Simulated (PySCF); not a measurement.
# PN (SMILES N#P) at PBE0/STO-6G

What is the vertical singlet–triplet gap of PN at PBE0/STO-6G? The job is set up through a Python script.

The calculation is run with PySCF 2.14.0.

14 further runs of the same task are left out: 4 that didn't finish, 10 set aside as unsound or not needed.

## (1) The system as given

The species is PN (2 atoms), meant as a singlet with charge 0. As SMILES, `N#P`. Geometry: the measured bond length.

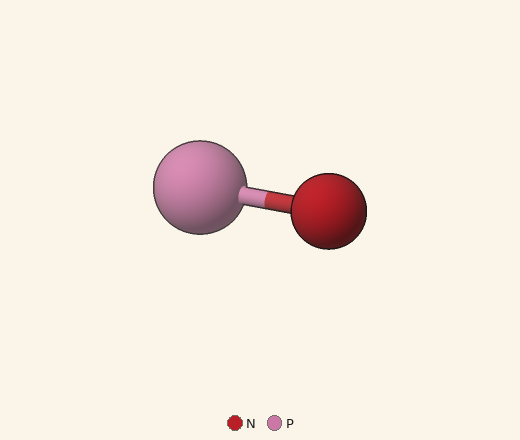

Viewed from a chosen angle; nitrogen red, phosphorus pink.

## (2) The energy at PBE0/STO-6G

Input file job.py:

```python
from pyscf import gto, dft

system = gto.M(
    atom='''
N    0.000000   0.000000   0.000000
P    0.000000   0.000000   1.490866
''',
    basis='sto-6g',
    max_memory=1860,
    verbose=4,
)

mf = dft.RKS(system)
mf.xc = 'pbe0'
mf.grids.level = 5
mf.conv_tol = 1e-10
mf.kernel()
if not mf.converged:
    mf = mf.newton().run(mf.mo_coeff, mf.mo_occ)

e_final = mf.e_tot
print('E = %.10f Eh' % e_final)
```

Run with:

```sh
$ OMP_NUM_THREADS=1 python job.py
```

Standard output:

```text
PySCF version 2.14.0

[INPUT] num. atoms = 2
[INPUT] num. electrons = 22
[INPUT] charge = 0
[INPUT] spin (= nelec alpha-beta = 2S) = 0
[INPUT] symmetry False subgroup None
[INPUT] Mole.unit = angstrom
[INPUT] Symbol           X                Y                Z      unit          X                Y                Z       unit  Magmom
[INPUT]  1 N      0.000000000000   0.000000000000   0.000000000000 AA    0.000000000000   0.000000000000   0.000000000000 Bohr   0.0
[INPUT]  2 P      0.000000000000   0.000000000000   1.490866000000 AA    0.000000000000   0.000000000000   2.817328428426 Bohr   0.0

nuclear repulsion = 37.2693502612576
number of shells = 8
number of NR pGTOs = 84
number of NR cGTOs = 14
basis = sto-6g
ecp = {}

******** <class 'pyscf.dft.rks.RKS'> ********
method = RKS
initial guess = minao
damping factor = 0
level_shift factor = 0
DIIS = <class 'pyscf.scf.diis.CDIIS'>
diis_start_cycle = 1
diis_space = 8
diis_damp = 0
SCF conv_tol = 1e-10
SCF conv_tol_grad = None
SCF max_cycles = 50
direct_scf = True
direct_scf_tol = 1e-13
XC library pyscf.dft.libxc version 7.0.0
    S. Lehtola, C. Steigemann, M. J.T. Oliveira, and M. A.L. Marques.,  SoftwareX 7, 1–5 (2018)
XC functionals = pbe0
radial grids:
    Treutler-Ahlrichs [JCP 102, 346 (1995); DOI:10.1063/1.469408] (M4) radial grids

becke partition: Becke, JCP 88, 2547 (1988); DOI:10.1063/1.454033
pruning grids: <function nwchem_prune>
grids dens level: 5
symmetrized grids: False
atomic radii adjust function: <function treutler_atomic_radii_adjust>
small_rho_cutoff = 0
Set gradient conv threshold to 1e-05
Initial guess from minao.
tot grids = 85704
init E= -394.402461967693
  HOMO = -0.291912975788017  LUMO = -0.0284901193296892  gap/eV = 7.16810
cycle= 1 E= -394.264953344449  delta_E= 0.138  |g|= 0.763  |ddm|= 2.42
  HOMO = 0.00601270636329565  LUMO = 0.247609277098189  gap/eV = 6.57418
cycle= 2 E= -393.158116937234  delta_E= 1.11  |g|= 1.72  |ddm|= 3.08
  HOMO = -0.210574257148563  LUMO = 0.0773786402514818  gap/eV = 7.83560
cycle= 3 E= -394.442512698649  delta_E= -1.28  |g|= 0.25  |ddm|= 2.57
  HOMO = -0.208520402077035  LUMO = 0.0842352110044342  gap/eV = 7.96629
cycle= 4 E= -394.460180965661  delta_E= -0.0177  |g|= 0.0601  |ddm|= 0.202
  HOMO = -0.205457593285634  LUMO = 0.0841048334123859  gap/eV = 7.87939
cycle= 5 E= -394.461145094275  delta_E= -0.000964  |g|= 0.0168  |ddm|= 0.0438
  HOMO = -0.204575896170157  LUMO = 0.0843820393574007  gap/eV = 7.86295
cycle= 6 E= -394.461223401163  delta_E= -7.83e-05  |g|= 0.0032  |ddm|= 0.0138
  HOMO = -0.204417181430892  LUMO = 0.0844520045726426  gap/eV = 7.86053
cycle= 7 E= -394.46122630106  delta_E= -2.9e-06  |g|= 0.000274  |ddm|= 0.00297
  HOMO = -0.204403234276059  LUMO = 0.0844596430836189  gap/eV = 7.86036
cycle= 8 E= -394.461226322459  delta_E= -2.14e-08  |g|= 5.64e-06  |ddm|= 0.000285
  HOMO = -0.204403549070921  LUMO = 0.0844595004016788  gap/eV = 7.86036
cycle= 9 E= -394.461226322468  delta_E= -8.87e-12  |g|= 9.94e-09  |ddm|= 5.71e-06
  HOMO = -0.204403551393118  LUMO = 0.0844594991072516  gap/eV = 7.86036
Extra cycle  E= -394.461226322468  delta_E=    0  |g|= 3.45e-08  |ddm|= 4.49e-08
converged SCF energy = -394.461226322468
E = -394.4612263225 Eh
```

Wall time 1.6 s (1 thread of Arm Neoverse V1, shared host); peak memory 0.16 GiB.

## (3) The triplet at the same level

Input file input.xyz:

```xyz
2

N      0.000000     0.000000     0.000000
P      0.000000     0.000000     1.490866
```

Input file run.py:

```python
from pyscf import gto, dft

system = gto.Mole()
system.atom = 'input.xyz'
system.verbose = 4
system.spin = 2
system.max_memory = 1860
system.basis = 'sto-6g'
system.build()

mf = dft.UKS(system)
mf.xc = 'pbe0'
mf.grids.level = 5
mf.conv_tol = 1e-10
mf.kernel()
if not mf.converged:
    mf = mf.newton().run(mf.mo_coeff, mf.mo_occ)

e_tot = mf.e_tot
print('Final energy', e_tot)
```

Run with:

```sh
$ OMP_NUM_THREADS=1 python run.py
```

Standard output:

```text
PySCF version 2.14.0

[INPUT] num. atoms = 2
[INPUT] num. electrons = 22
[INPUT] charge = 0
[INPUT] spin (= nelec alpha-beta = 2S) = 2
[INPUT] symmetry False subgroup None
[INPUT] Mole.unit = angstrom
[INPUT] Symbol           X                Y                Z      unit          X                Y                Z       unit  Magmom
[INPUT]  1 N      0.000000000000   0.000000000000   0.000000000000 AA    0.000000000000   0.000000000000   0.000000000000 Bohr   0.0
[INPUT]  2 P      0.000000000000   0.000000000000   1.490866000000 AA    0.000000000000   0.000000000000   2.817328428426 Bohr   0.0

nuclear repulsion = 37.2693502612576
number of shells = 8
number of NR pGTOs = 84
number of NR cGTOs = 14
basis = sto-6g
ecp = {}

******** <class 'pyscf.dft.uks.UKS'> ********
method = UKS
initial guess = minao
damping factor = 0
level_shift factor = 0
DIIS = <class 'pyscf.scf.diis.CDIIS'>
diis_start_cycle = 1
diis_space = 8
diis_damp = 0
SCF conv_tol = 1e-10
SCF conv_tol_grad = None
SCF max_cycles = 50
direct_scf = True
direct_scf_tol = 1e-13
number electrons alpha = 12  beta = 10
XC library pyscf.dft.libxc version 7.0.0
    S. Lehtola, C. Steigemann, M. J.T. Oliveira, and M. A.L. Marques.,  SoftwareX 7, 1–5 (2018)
XC functionals = pbe0
radial grids:
    Treutler-Ahlrichs [JCP 102, 346 (1995); DOI:10.1063/1.469408] (M4) radial grids

becke partition: Becke, JCP 88, 2547 (1988); DOI:10.1063/1.454033
pruning grids: <function nwchem_prune>
grids dens level: 5
symmetrized grids: False
atomic radii adjust function: <function treutler_atomic_radii_adjust>
small_rho_cutoff = 0
Set gradient conv threshold to 1e-05
tot grids = 85704
init E= -394.402461967693

[... the frontier-level lines of each cycle are left out ...]



cycle= 1 E= -394.166209798708  delta_E= 0.236  |g|= 0.402  |ddm|= 1.91


cycle= 2 E= -393.52846890263  delta_E= 0.638  |g|= 0.941  |ddm|= 1.76


cycle= 3 E= -394.29346552558  delta_E= -0.765  |g|= 0.0217  |ddm|= 1.34


cycle= 4 E= -394.29450378245  delta_E= -0.00104  |g|= 0.0105  |ddm|= 0.0887


cycle= 5 E= -394.294736652719  delta_E= -0.000233  |g|= 0.00623  |ddm|= 0.0355


cycle= 6 E= -394.294887062657  delta_E= -0.00015  |g|= 0.00184  |ddm|= 0.0426


cycle= 7 E= -394.294916104183  delta_E= -2.9e-05  |g|= 0.000776  |ddm|= 0.0216


cycle= 8 E= -394.29491865341  delta_E= -2.55e-06  |g|= 0.000236  |ddm|= 0.0081


cycle= 9 E= -394.294918690399  delta_E= -3.7e-08  |g|= 4.83e-05  |ddm|= 0.000294


cycle= 10 E= -394.294918692074  delta_E= -1.68e-09  |g|= 7.24e-07  |ddm|= 7.02e-05


cycle= 11 E= -394.294918692076  delta_E= -1.65e-12  |g|= 2.15e-07  |ddm|= 3.77e-06


Extra cycle  E= -394.294918692076  delta_E= -1.14e-13  |g|= 1.3e-07  |ddm|= 1.04e-06
converged SCF energy = -394.294918692076  <S^2> = 2.0162801  2S+1 = 3.0108338
Final energy -394.2949186920761
```

Run time: 2.4 s. Hardware: 1 thread of Arm Neoverse V1, shared host; peak memory 0.17 GiB.

## (4) Outcome

Level: PBE0/STO-6G.

```
                                        quantity          value
                           singlet: total energy  -394.46123 Eh
                          singlet: dipole moment         2.00 D
                            singlet: HOMO energy       -5.56 eV
                            singlet: LUMO energy        2.30 eV
                          singlet: HOMO–LUMO gap        7.86 eV
                           triplet: total energy  -394.29492 Eh
                          triplet: dipole moment         1.10 D
     triplet: HOMO energy (highest over α and β)       -0.70 eV
                                   triplet: ⟨S²⟩          2.016
vertical energy of the triplet above the singlet       4.525 eV
```

At this shape the triplet lies 4.53 eV (437 kJ/mol) above the singlet. In a minimal basis such a difference can be off by several eV, whatever the method.
